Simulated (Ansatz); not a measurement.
Pressure series in BN

Base system: BN in the h-BN type structure (space group P6_3/mmc, No. 194; layered, stacked along the Cartesian z axis).

```yaml
crystal:
  lattice:
    - [2.49975, 0.00000, 0.00000]
    - [-1.24987, 2.16485, 0.00000]
    - [0.00000, 0.00000, 6.52535]
  atoms:
    - { symbol: B, position: [0.33333, 0.66667, 0.25000] }
    - { symbol: B, position: [0.66667, 0.33333, 0.75000] }
    - { symbol: N, position: [0.33333, 0.66667, 0.75000] }
    - { symbol: N, position: [0.66667, 0.33333, 0.25000] }
```

Cell and atoms are relaxed at each pressure.

The values are results of r2SCAN+rVV10 in Ansatz (plane waves to 500 eV, PAW, no SOC), earlier PAW set, not measurements.

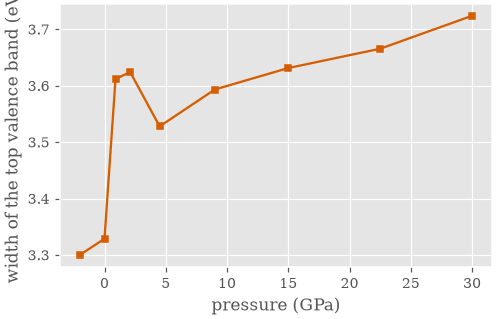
Figure. Width of the top valence band against pressure

| pressure (GPa) | width of the top valence band |
|---|---|
| -2 | 3.30 eV |
| 0.9 | 3.61 eV |
| 2.1 | 3.62 eV |
| 4.5 | 3.53 eV |
| 9 | 3.59 eV |
| 15 | 3.63 eV |
| 22.5 | 3.67 eV |
| 30 | 3.72 eV |

From pressure 22.5 GPa on, the axis ratios lie over 15 % from the base's, so the cell there is far from its starting form. The levels and masses belong to the bands next to the band gap. Load acts through the strain it causes; cell and atoms are relaxed under it. Stability against distortions was not tested. Competing high-pressure phases were not computed.

Ansatz is an electronic-structure program.
